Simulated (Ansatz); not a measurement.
# AlNH3 (SMILES [NH2][AlH]): levels of theory compared

We compute a comparison of 6 runs (UB2PLYP/STO-3G, UB3LYP/STO-3G, UCAM-B3LYP/STO-3G, UHSE06/STO-3G, UPBE/STO-3G, RPA@PBE/STO-3G) of AlNH3. 

Program for the calculation: Ansatz 0.2.0.

52 further runs of the same task are left out: 52 set aside as unsound or not needed.

**1. The structure to begin with**

AlNH3 has 5 atoms, charge 0, and is taken as a doublet. As SMILES, `[NH2][AlH]`. The H4–N1 distance was set to 2.523 Å, away from the relaxed value. At this shape a bond of the SMILES string is far longer than usual.

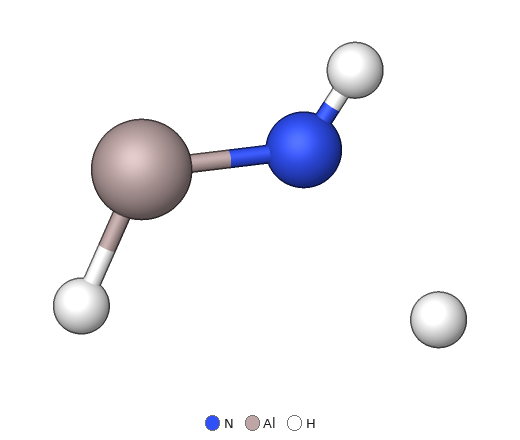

Viewed from a chosen angle; nitrogen blue, aluminium light grey, hydrogen white.

**2. A single-point energy at UB2PLYP/STO-3G (run 1)**

run.yaml reads:

```yaml
basis:
  gaussian:
    orbitals: STO-3G
crystal:
  periodic: [false, false, false]
  atoms:
    - {symbol: "N", position_ang: [1.223932, -0.477803, 0.853841]}
    - {symbol: Al, position_ang: [2.177132, 1.016897, 0.799541]}
    - {symbol: H, position_ang: [1.489032, -1.322303, 1.334241]}
    - {symbol: H, position_ang: [-1.010300, -0.782800, -0.277400]}
    - {symbol: H, position_ang: [1.532332, 2.224397, -0.036659]}
magnetization:
  spin_polarized: true
  initial_magnetization: 1
hamiltonian:
  xc: {name: B2PLYP}
correlation:
  frozen_orbitals: {Al: 5, H: 0, "N": 1}
accuracy: high
```

Command:

```
$ ansatz run run.yaml --threads 1 --pin off --max-ram 2610MiB --events-out events.jsonl --progress --plain --runs-dir runs
```

Output:

```text
Warning: RAYON_NUM_THREADS=1 ignored (pool sized by the plan → 1); use --threads N
Functional definition: B2PLYP
  name "B2PLYP"
  parameter a = 0.53
  parameter c = 0.27
  exchange = (1 - a)*b88_x + a*exact_x
  correlation = (1 - c)*lyp_c + c*(mp2_os + mp2_ss)
286 factors; integrals over basis functions are off by at most 1.1e-8 eV
mean field evaluation 1: about -8014.5096 eV, gradient 2.7e1 eV
mean field evaluation 2: about -8014.5079 eV, gradient 2.7e1 eV
mean field evaluation 4: about -8022.0008 eV, gradient 4.1e0 eV
mean field evaluation 8: about -8022.1748 eV, gradient 3.0e-1 eV
mean field evaluation 16: about -8022.5039 eV, gradient 3.0e-5 eV
mean field evaluation 32: about -8022.2215 eV, gradient 1.2e-4 eV
mean field evaluation 64: about -8021.5329 eV, gradient 1.0e-2 eV
mean field evaluation 96: about -8021.6816 eV, gradient 5.8e0 eV
mean field evaluation 128: about -8021.5369 eV, gradient 8.6e-3 eV
mean field -8022.62398972 eV, -294.8259936923 hartree, gradient 4.7e-8 eV, S^2 1.354053; 11 other end points of the search recorded, 0 dependent functions left out
6 core orbitals not correlated: weight in the atoms' cores, before any rotation towards them, 1.000 or more for the frozen orbitals, at most 0.000 for the correlated occupied ones
reference -8022.62400862 eV, -294.8259943870 hartree; 6, 5 occupied and 5, 6 virtual orbitals, 286 factors
second order -2.65374456 eV of doubles, -0.00000000 eV of singles
Total energy: -8023.34051965 eV, -294.8523256818 hartree
```

Wall time 10 s (1 thread of Intel Xeon Platinum 8259CL at 2.50GHz (Skylake/Cascade Lake), shared host); peak memory 0.15 GiB.

**3. The energy at UB3LYP/STO-3G (run 2)**

molecule.yaml reads:

```yaml
basis:
  gaussian:
    orbitals: STO-3G
crystal:
  periodic: [false, false, false]
  atoms:
    - {symbol: N, position_ang: [1.223932, -0.477803, 0.853841]}
    - {symbol: Al, position_ang: [2.177132, 1.016897, 0.799541]}
    - {symbol: H, position_ang: [1.489032, -1.322303, 1.334241]}
    - {symbol: H, position_ang: [-1.010300, -0.782800, -0.277400]}
    - {symbol: H, position_ang: [1.532332, 2.224397, -0.036659]}
magnetization:
  spin_polarized: true
  initial_magnetization: 1
hamiltonian:
  xc: {name: B3LYP}
accuracy: high
```

Command:

```
$ ansatz run molecule.yaml --threads 1 --pin off --max-ram 2610MiB --events-out events.jsonl --progress --plain --runs-dir runs
```

Output:

```text
Warning: RAYON_NUM_THREADS=1 ignored (pool sized by the plan → 1); use --threads N
Functional definition: B3LYP
  name "B3LYP"
  parameter a0 = 0.2
  parameter ax = 0.72
  parameter ac = 0.81
  exchange = (1 - a0 - ax)*slater_x + ax*b88_x + a0*exact_x
  correlation = (1 - ac)*vwn_rpa_c + ac*lyp_c
286 factors; integrals over basis functions are off by at most 1.1e-8 eV
mean field evaluation 1: about -8020.0856 eV, gradient 3.1e1 eV
mean field evaluation 2: about -7935.4129 eV, gradient 9.4e1 eV
mean field evaluation 4: about -8029.5112 eV, gradient 3.4e0 eV
mean field evaluation 8: about -8029.5857 eV, gradient 2.8e-1 eV
mean field evaluation 16: about -8029.6369 eV, gradient 1.4e-1 eV
mean field evaluation 32: about -8029.4180 eV, gradient 3.1e0 eV
mean field -8029.63892802 eV, -295.0837879201 hartree, gradient 9.1e-9 eV, S^2 0.966819; 4 other end points of the search recorded, 0 dependent functions left out
reference -8029.63895725 eV, -295.0837889941 hartree; 12, 11 occupied and 5, 6 virtual orbitals, 286 factors
Total energy: -8029.63895725 eV, -295.0837889941 hartree
```

Run time: 2.8 s. Hardware: 1 thread of Intel Xeon Platinum 8259CL at 2.50GHz (Skylake/Cascade Lake), shared host; peak memory 0.14 GiB.

Runs 3 to 4 aren't shown in full; the table further down has their settings and results.

**4. A single-point energy at UPBE/STO-3G (run 5)**

in.yaml reads:

```yaml
crystal:
  periodic: [false, false, false]
  atoms:
    - {symbol: N, position_ang: [1.223932, -0.477803, 0.853841]}
    - {symbol: Al, position_ang: [2.177132, 1.016897, 0.799541]}
    - {symbol: H, position_ang: [1.489032, -1.322303, 1.334241]}
    - {symbol: H, position_ang: [-1.010300, -0.782800, -0.277400]}
    - {symbol: H, position_ang: [1.532332, 2.224397, -0.036659]}
basis:
  gaussian: {orbitals: STO-3G}
magnetization: {spin_polarized: true, initial_magnetization: 1}
hamiltonian: {xc: {name: PBE}}
accuracy: high
```

Command:

```
$ ansatz run in.yaml --threads 1 --pin off --max-ram 2610MiB --events-out events.jsonl --progress --plain --runs-dir runs
```

Output:

```text
Warning: RAYON_NUM_THREADS=1 ignored (pool sized by the plan → 1); use --threads N
Functional definition: PBE
  name "PBE"
  parameter kappa = 0.804
  parameter beta = 0.06672455060314922
  exchange = pbe_x(kappa = kappa, mu = beta*pi^2/3)
  correlation = pbe_c(beta = beta)
286 factors; integrals over basis functions are off by at most 1.1e-8 eV
mean field evaluation 1: about -8012.7125 eV, gradient 3.3e1 eV
mean field evaluation 2: about -7913.3354 eV, gradient 9.6e1 eV
mean field evaluation 4: about -8023.3808 eV, gradient 6.5e0 eV
mean field evaluation 8: about -8023.7257 eV, gradient 2.6e-1 eV
mean field evaluation 16: about -8023.7294 eV, gradient 5.5e-5 eV
mean field evaluation 32: about -8022.6633 eV, gradient 7.5e0 eV
mean field -8023.72935456 eV, -294.8666151011 hartree, gradient 4.5e-8 eV, S^2 0.777701; 6 other end points of the search recorded, 0 dependent functions left out
reference -8023.72935672 eV, -294.8666151802 hartree; 12, 11 occupied and 5, 6 virtual orbitals, 286 factors
Total energy: -8023.72935672 eV, -294.8666151802 hartree
```

Wall time 2.4 s (1 thread of Intel Xeon Platinum 8259CL at 2.50GHz (Skylake/Cascade Lake), shared host); peak memory 0.14 GiB.

**5. A single-point energy at RPA@PBE/STO-3G (run 6)**

Edit molecule.yaml of step 3 so:

```diff
@@ -1,4 +1 @@
-basis:
-  gaussian:
-    orbitals: STO-3G
 crystal:
@@ -11,2 +8,5 @@
     - {symbol: H, position_ang: [1.532332, 2.224397, -0.036659]}
+basis:
+  gaussian:
+    orbitals: STO-3G
 magnetization:
@@ -15,3 +15,6 @@
 hamiltonian:
-  xc: {name: B3LYP}
+  xc: {name: PBE}
+correlation:
+  method: rpa
+  frozen_orbitals: {Al: 5, H: 0, "N": 1}
 accuracy: high
```

Command:

```
$ ansatz run molecule.yaml --threads 1 --pin off --max-ram 2610MiB --events-out events.jsonl --progress --plain --runs-dir runs
```

Output (excerpt; [...] marks lines left out):

```text
Warning: RAYON_NUM_THREADS=1 ignored (pool sized by the plan → 1); use --threads N
[... 2 set-up lines as earlier in the session ...]
[...]
286 factors; integrals over basis functions are off by at most 1.1e-8 eV
[...]
mean field -8023.72935456 eV, -294.8666151011 hartree, gradient 8.1e-8 eV, S^2 0.777701; 7 other end points of the search recorded, 0 dependent functions left out
6 core orbitals not correlated: weight in the atoms' cores, before any rotation towards them, 0.999 or more for the frozen orbitals, at most 0.000 for the correlated occupied ones
reference -8005.52056222 eV, -294.1974543250 hartree; 6, 5 occupied and 5, 6 virtual orbitals, 286 factors
Total energy: -8011.98605328 eV, -294.4350567387 hartree
```

It took 3.6 s on 1 thread of Intel Xeon Platinum 8259CL at 2.50GHz (Skylake/Cascade Lake), shared host; peak memory 0.15 GiB.

**6. All runs side by side**

| run | level | frozen core orbitals | energy (Eh) | ⟨S²⟩ | wall time |
| --- | --- | --- | --- | --- | --- |
| 1 | UB2PLYP/STO-3G | 6 | -294.852326 | 1.354 | 10 s |
| 2 | UB3LYP/STO-3G | – | -295.083789 | 0.967 | 2.8 s |
| 3 | UCAM-B3LYP/STO-3G | – | -295.014494 | 1.133 | 3.9 s |
| 4 | UHSE06/STO-3G | – | -294.891469 | 1.070 | 4.8 s |
| 5 | UPBE/STO-3G | – | -294.866615 | 0.778 | 2.4 s |
| 6 | RPA@PBE/STO-3G | 6 | -294.435057 | 0.778 | 3.6 s |

**7. Outcome**

```
                                quantity          value
                     run 6: total energy  -294.43506 Eh
 run 6: RPA correlation energy (valence)     -237.6 mEh
run 6: ⟨S²⟩ of the reference determinant          0.778
```

**Reading.** Totals of different functionals can't be ranked against each other. In runs 1, 2, 3, 4, 5, 6 the basis is minimal, so the values are rough. Spin contamination of the reference: run 1 ⟨S²⟩ = 1.35, run 3 ⟨S²⟩ = 1.13, run 4 ⟨S²⟩ = 1.07, run 2 ⟨S²⟩ = 0.97. Where it is this large, the reference is a mixture of spin states, and values that rest on it are in doubt. All runs together took 28 s, the longest 10 s.
